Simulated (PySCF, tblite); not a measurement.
**C₆H₁₁B: dynamics, then NMR shifts on frames**

How do NMR shifts of C₆H₁₁B (`B[C@@H]1C[C@@H]1C1CC1`) change as the atoms move?

Programs: tblite 0.8.0 and PySCF 2.14.0, with density-fitted response routines of our own. Each step states its level of theory. These are calculated values for one molecule in the gas phase, unless marked as measured. Atoms count from 0, in the outputs and in this text.

### 1 The molecule as given

18 atoms, charge 0, multiplicity 1; geometry from: GFN2-xTB.

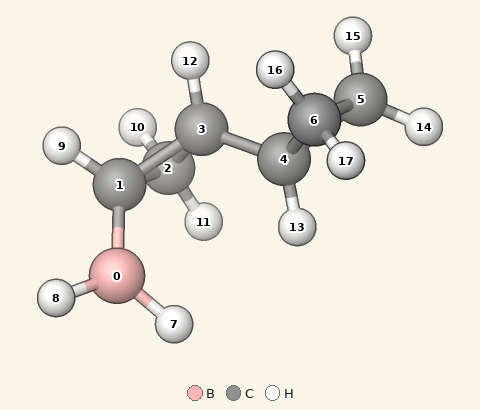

The starting geometry (boron pink, carbon grey, hydrogen white), atoms numbered.

### 2 Dynamics with GFN2-xTB

The job: settings as JSON, then the geometry in Å.

```
{"job": {"kind": "md", "xc": "GFN2-xTB", "basis": "xTB", "temperature": 300, "steps": 2000, "every": 50, "frames": 5}, "charge": 0, "multiplicity": 1}
B      2.169072     0.848971    -0.837737
C      1.681587    -0.007218     0.339920
C      1.197232    -1.436072     0.109732
C      0.214702    -0.414669     0.535883
C     -0.853664     0.059479    -0.389062
C     -2.285019    -0.288575    -0.095204
C     -1.809698     1.122751     0.066994
H      1.736730     0.701101    -1.914986
H      3.008658     1.646285    -0.666959
H      2.195655     0.121880     1.288109
H      1.517712    -2.190328     0.813092
H      1.156493    -1.780987    -0.911996
H     -0.107589    -0.444868     1.571776
H     -0.561403     0.077770    -1.429754
H     -2.936492    -0.520119    -0.924029
H     -2.498260    -0.860343     0.795650
H     -1.697622     1.507474     1.069537
H     -2.136853     1.863784    -0.645952
```

Level: GFN2-xTB Langevin dynamics, gas phase.

Launch:

```
> OMP_NUM_THREADS=1 python probes_run.py task.json out
```

The driver reads the jobs from task.json and runs them one after another.

The program printed:

```text
t/fs     T/K      E/eV
    0.0   254.5   -534.19624
   25.0   149.4   -533.71425
   50.0   167.0   -533.84300
   75.0   157.9   -533.85041
  100.0   180.2   -533.90554
  125.0   255.2   -533.89482
  150.0   216.0   -533.79706
  175.0   202.0   -533.64199
  200.0   226.4   -533.68622
  225.0   271.4   -533.58083
  250.0   260.3   -533.38740
  275.0   300.2   -533.51797
  300.0   409.5   -533.48164
  325.0   375.9   -533.47065
  350.0   339.7   -533.45276
  375.0   347.7   -533.60402
  400.0   338.0   -533.56684
  425.0   254.5   -533.42019
  450.0   277.0   -533.60650
  475.0   298.7   -533.52188
  500.0   232.8   -533.47401
  525.0   320.0   -533.40922
  550.0   241.5   -533.45581
  575.0   326.3   -533.57216
  600.0   332.4   -533.64326
  625.0   304.1   -533.65507
  650.0   323.3   -533.58358
  675.0   258.2   -533.55942
  700.0   255.7   -533.39137
  725.0   332.5   -533.65478
  750.0   281.0   -533.50709
  775.0   312.3   -533.69472
  800.0   320.6   -533.94218
  825.0   221.0   -533.61445
  850.0   193.9   -533.51550
  875.0   271.1   -533.62192
  900.0   306.5   -533.57385
  925.0   295.4   -533.56479
  950.0   266.6   -533.54695
  975.0   219.3   -533.69468
 1000.0   245.6   -533.69661
```

Wall time 14 s (1 thread of Intel Xeon Platinum 8375C at 2.90GHz, shared host); peak memory 0.18 GiB.

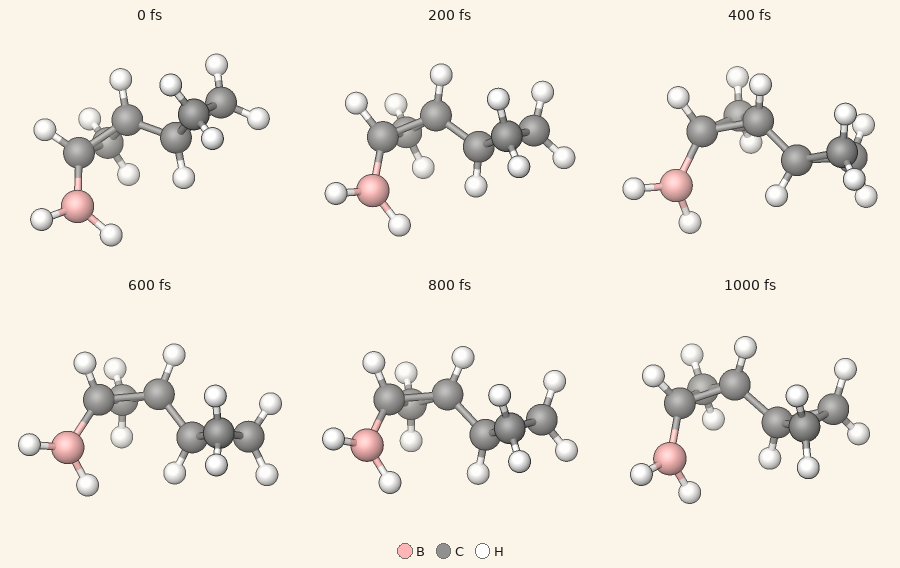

Frames of the run.

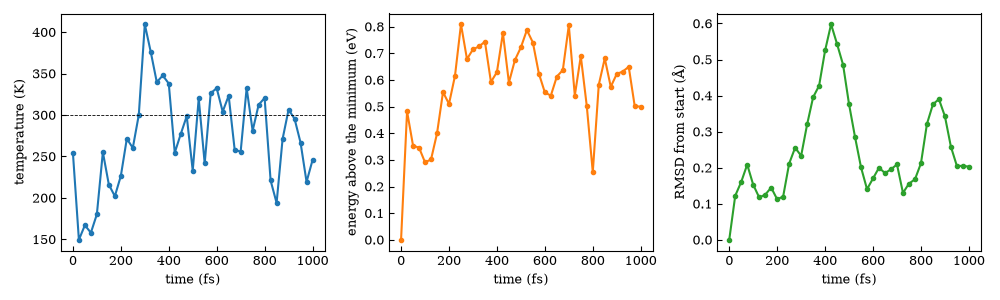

Temperature, potential energy and distance from the start.

Positions (Å) and forces (eV/Å) at 1000 fs:

```xyz
18

B     2.615    0.318   -0.198    0.132   -0.784   -0.557
C     1.875   -0.428    0.938    0.170    0.227    0.195
C     1.496   -1.925    0.861   -1.077    1.876    1.242
C     0.427   -0.860    0.718   -0.355   -0.713   -0.256
C    -0.183   -0.696   -0.651    0.864   -1.106    0.507
C    -1.630   -0.955   -0.991    0.237    0.933    1.201
C    -1.048    0.455   -0.942   -0.197    0.218   -1.131
H     2.650   -0.130   -1.274   -0.222   -0.312   -0.240
H     3.276    1.260   -0.162    0.067    0.535    0.727
H     2.087   -0.009    1.931   -0.296   -0.513   -0.147
H     1.485   -2.542    1.748    0.227    0.221    0.094
H     1.722   -2.436   -0.018    0.483   -0.640   -1.110
H    -0.323   -0.665    1.503    0.667   -0.232   -0.160
H     0.506   -1.006   -1.449   -0.286    0.214    0.367
H    -1.829   -1.441   -1.913   -0.205   -0.101   -0.480
H    -2.358   -1.151   -0.197    0.428   -0.169   -0.322
H    -1.375    1.046   -0.068    0.319   -0.011   -1.092
H    -0.742    0.889   -1.924   -0.956    0.358    1.163
```

### 3 Shielding tensors: 250 fs, PBE0/pcSseg-1

The job: settings as JSON, then the geometry in Å.

```
{"job": {"kind": "nmr", "xc": "PBE0", "basis": "pcSseg-1", "pop": false}, "charge": 0, "multiplicity": 1}
B      2.466300     0.460900    -0.076100
C      1.388200    -0.114400     0.835600
C      1.033800    -1.644300     0.624400
C     -0.074700    -0.619800     0.512200
C     -0.798100    -0.322500    -0.734800
C     -2.206700    -0.621800    -0.806000
C     -1.825800     0.745500    -0.525200
H      2.452500     0.363100    -1.230000
H      3.244800     1.177900     0.378200
H      1.334700     0.027600     1.889800
H      1.160700    -2.150500     1.607100
H      1.500100    -2.150400    -0.217400
H     -0.791500    -0.472700     1.284900
H     -0.250100    -0.116700    -1.650600
H     -2.713300    -0.972300    -1.738900
H     -2.709500    -1.101500     0.050700
H     -1.959000     1.028300     0.552400
H     -1.937000     1.543600    -1.240700
```

Method: GIAO PBE0/pcSseg-1 NMR shielding, non-relativistic, gas phase.

The program printed:

```text
coarse grid: 14424 points
cycle   1  E = -259.5568634717  dE =  9.820e-01  |g| = 3.745e-01  |ddm| = 3.661e+00
cycle   2  E = -259.5555922169  dE =  1.271e-03  |g| = 4.050e-01  |ddm| = 7.625e-01
cycle   3  E = -259.5988482729  dE = -4.326e-02  |g| = 4.064e-02  |ddm| = 4.107e-01
cycle   4  E = -259.5991821111  dE = -3.338e-04  |g| = 1.684e-02  |ddm| = 5.232e-02
cycle   5  E = -259.5992476520  dE = -6.554e-05  |g| = 6.162e-03  |ddm| = 1.846e-02
cycle   6  E = -259.5992565440  dE = -8.892e-06  |g| = 1.232e-03  |ddm| = 6.077e-03
final grid: 137552 points
cycle   7  E = -259.6397231070  dE = -4.844e-05  |g| = 8.492e-03  |ddm| = 4.257e-02
cycle   8  E = -259.6397157758  dE =  7.331e-06  |g| = 1.015e-02  |ddm| = 1.716e-02
cycle   9  E = -259.6397425719  dE = -2.680e-05  |g| = 6.115e-04  |ddm| = 9.388e-03
cycle  10  E = -259.6397426616  dE = -8.971e-08  |g| = 2.761e-04  |ddm| = 9.655e-04
cycle  11  E = -259.6397426804  dE = -1.884e-08  |g| = 6.172e-05  |ddm| = 2.904e-04
cycle  12  E = -259.6397426813  dE = -9.094e-10  |g| = 1.310e-05  |ddm| = 6.190e-05
converged SCF energy = -259.6397426813

GIAO shielding tensors (ppm)
atom      isotropic    diamagn.    paramagn.     s11        s22        s33       span
  0 B       21.761     193.543    -171.782    -57.431    -12.968    135.682    193.113
  1 C      159.966     252.109     -92.143    105.556    171.880    202.461     96.905
  2 C      157.950     252.856     -94.905    137.187    160.843    175.821     38.634
  3 C      134.563     247.246    -112.683    108.686    120.536    174.466     65.780
  4 C      180.413     244.164     -63.751    149.045    163.317    228.878     79.833
  5 C      173.971     254.625     -80.654    146.043    174.290    201.580     55.537
  6 C      175.112     254.018     -78.907    132.458    173.409    219.469     87.011
  7 H       24.648      31.206      -6.558     16.249     28.098     29.598     13.349
  8 H       24.187      30.164      -5.977     17.792     27.030     27.740      9.948
  9 H       31.071      32.783      -1.712     24.714     27.673     40.828     16.114
 10 H       29.517      29.598      -0.081     23.542     25.891     39.118     15.575
 11 H       29.565      31.068      -1.503     25.431     26.813     36.451     11.020
 12 H       31.276      33.834      -2.559     24.338     32.168     37.321     12.982
 13 H       30.867      31.762      -0.895     23.038     28.923     40.641     17.603
 14 H       29.647      29.021       0.625     24.252     25.302     39.387     15.135
 15 H       30.568      30.745      -0.177     25.184     27.941     38.578     13.394
 16 H       31.196      31.573      -0.377     25.527     29.019     39.043     13.516
 17 H       30.836      31.633      -0.797     25.200     26.612     40.695     15.495
```

Run time: 22 s. Hardware: 1 thread of Intel Xeon Platinum 8375C at 2.90GHz, shared host; peak memory 0.85 GiB.

The references, computed at this level on geometries of the same kind, shield at (ppm): ¹H TMS 31.72, ¹³C TMS 186.9, ¹¹B BF3·OEt2 100.1. Their shielding less the atom's gives the shift. The references are single molecules in the gas phase. Each atom is listed at this fixed geometry, with no averaging over motion; a spectrum would average atoms that exchange fast.

```csv
atoms,environment,σ (ppm),δ (ppm)
C3,three-membered-ring carbon,134.6,52.4
C2,three-membered-ring carbon,158.0,29.0
C1,three-membered-ring carbon,160.0,27.0
C5,three-membered-ring carbon,174.0,13.0
C6,three-membered-ring carbon,175.1,11.8
C4,three-membered-ring carbon,180.4,6.5
H8,hydrogen on a boron bonded to C,24.19,7.53
H7,hydrogen on a boron bonded to C,24.65,7.07
H10,hydrogen on a three-membered-ring carbon,29.52,2.20
H11,hydrogen on a three-membered-ring carbon,29.56,2.15
H14,hydrogen on a three-membered-ring carbon,29.65,2.07
H15,hydrogen on a three-membered-ring carbon,30.57,1.15
H17,hydrogen on a three-membered-ring carbon,30.84,0.88
H13,hydrogen on a three-membered-ring carbon,30.87,0.85
H9,hydrogen on a three-membered-ring carbon,31.07,0.65
H16,hydrogen on a three-membered-ring carbon,31.20,0.52
H12,hydrogen on a three-membered-ring carbon,31.28,0.44
B0,"boron bonded to C, 2 H",21.8,78.3
```

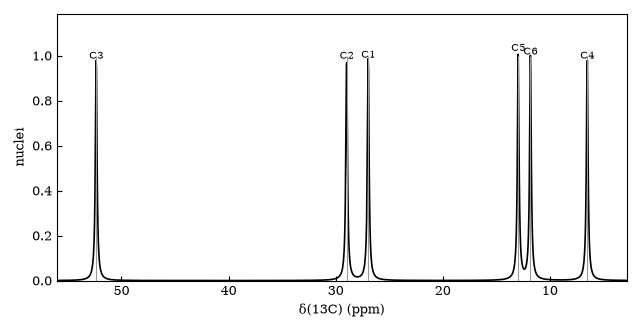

¹³C lines at the computed shifts, without couplings. Lines are broadened to a width of 0.18 ppm (Lorentzian).

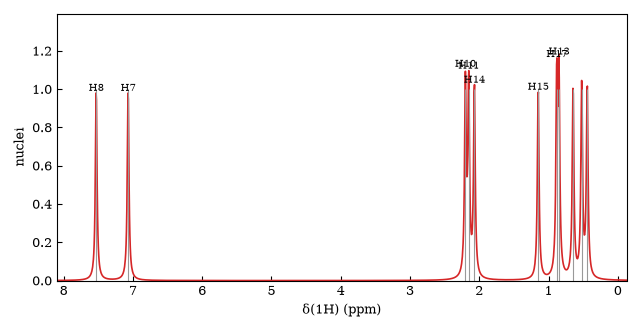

¹H lines at the computed shifts, without couplings. Lines are broadened to a width of 0.03 ppm (Lorentzian).

Ring of atoms C1, C2, C3: NICS(0) -41.2, NICS(1) -7.1, NICS(1)zz -20.2 ppm (means of both faces).

In rings of three or four atoms NICS is ruled by the nearby σ bonds, so it says little on aromaticity.

Ring of atoms C4, C5, C6: NICS(0) -45.4, NICS(1) -8.6, NICS(1)zz -23.1 ppm (means of both faces).

In rings of three or four atoms NICS is ruled by the nearby σ bonds, so it says little on aromaticity.

### 4 NMR shieldings: 425 fs, PBE0/pcSseg-1

The job: settings as JSON, then the geometry in Å.

```
{"job": {"kind": "nmr", "xc": "PBE0", "basis": "pcSseg-1", "pop": false}, "charge": 0, "multiplicity": 1}
B      3.053700    -0.256700     0.289500
C      1.792700    -0.442900     1.145100
C      0.981200    -1.761000     1.047600
C      0.232100    -0.535200     0.663900
C     -0.203900    -0.108600    -0.632000
C     -1.375900    -0.817600    -1.298000
C     -1.549100     0.561400    -0.741000
H      3.193700    -0.739400    -0.766900
H      3.934900     0.338200     0.856600
H      1.705700     0.018600     2.130200
H      0.854300    -2.294800     1.977300
H      1.188800    -2.496400     0.187700
H     -0.350000    -0.085400     1.508200
H      0.641800     0.327100    -1.202600
H     -1.187500    -0.950700    -2.357900
H     -1.714200    -1.624600    -0.667200
H     -2.168100     0.534600     0.202200
H     -1.677900     1.417100    -1.365900
```

Method: GIAO PBE0/pcSseg-1 NMR shielding, non-relativistic, gas phase.

The program printed:

```text
coarse grid: 14424 points
cycle   1  E = -259.5637899014  dE =  8.130e-01  |g| = 3.455e-01  |ddm| = 3.628e+00
cycle   2  E = -259.5652025890  dE = -1.413e-03  |g| = 3.629e-01  |ddm| = 7.118e-01
cycle   3  E = -259.6004775103  dE = -3.527e-02  |g| = 3.773e-02  |ddm| = 3.741e-01
cycle   4  E = -259.6007657810  dE = -2.883e-04  |g| = 1.537e-02  |ddm| = 4.839e-02
cycle   5  E = -259.6008237558  dE = -5.797e-05  |g| = 5.563e-03  |ddm| = 1.759e-02
cycle   6  E = -259.6008309690  dE = -7.213e-06  |g| = 1.312e-03  |ddm| = 5.855e-03
final grid: 137552 points
cycle   7  E = -259.6417986419  dE = -4.411e-05  |g| = 7.864e-03  |ddm| = 3.918e-02
cycle   8  E = -259.6417930188  dE =  5.623e-06  |g| = 9.284e-03  |ddm| = 1.560e-02
cycle   9  E = -259.6418154060  dE = -2.239e-05  |g| = 4.835e-04  |ddm| = 8.198e-03
cycle  10  E = -259.6418154593  dE = -5.333e-08  |g| = 2.444e-04  |ddm| = 7.489e-04
cycle  11  E = -259.6418154746  dE = -1.523e-08  |g| = 6.501e-05  |ddm| = 2.837e-04
cycle  12  E = -259.6418154756  dE = -1.001e-09  |g| = 1.540e-05  |ddm| = 7.190e-05
cycle  13  E = -259.6418154756  dE = -5.411e-11  |g| = 5.047e-06  |ddm| = 2.170e-05
converged SCF energy = -259.6418154756

GIAO shielding tensors (ppm)
atom      isotropic    diamagn.    paramagn.     s11        s22        s33       span
  0 B       18.168     192.610    -174.441    -66.330     -8.661    129.495    195.825
  1 C      149.482     256.558    -107.076     86.141    156.095    206.212    120.071
  2 C      146.030     254.034    -108.003    124.697    150.542    162.853     38.156
  3 C      137.746     246.764    -109.018    102.694    134.428    176.117     73.422
  4 C      172.277     247.841     -75.564    140.024    149.813    226.995     86.971
  5 C      176.362     256.770     -80.408    151.450    168.859    208.778     57.328
  6 C      166.907     252.745     -85.838    130.130    169.652    200.940     70.810
  7 H       24.145      30.004      -5.859     15.273     27.719     29.443     14.170
  8 H       23.566      28.670      -5.104     16.562     26.355     27.780     11.218
  9 H       29.756      32.495      -2.739     23.103     27.386     38.778     15.675
 10 H       29.543      30.737      -1.195     24.416     26.235     37.976     13.560
 11 H       28.165      30.239      -2.074     24.181     26.469     33.846      9.665
 12 H       29.109      32.440      -3.331     21.052     30.004     36.272     15.221
 13 H       29.549      32.517      -2.969     20.515     29.788     38.343     17.829
 14 H       30.651      31.169      -0.518     25.032     26.196     40.725     15.694
 15 H       31.462      32.274      -0.812     26.178     29.052     39.156     12.978
 16 H       30.461      30.636      -0.175     25.206     28.074     38.104     12.898
 17 H       30.589      31.304      -0.715     25.457     26.337     39.973     14.516
```

Wall time 23 s (1 thread of Intel Xeon Platinum 8375C at 2.90GHz, shared host); peak memory 0.79 GiB.

This run: δ C3 49.2, C2 40.9, C1 37.4, C6 20.0, H8 8.15, H7 7.57 ppm.

[end of part 1 of 2]
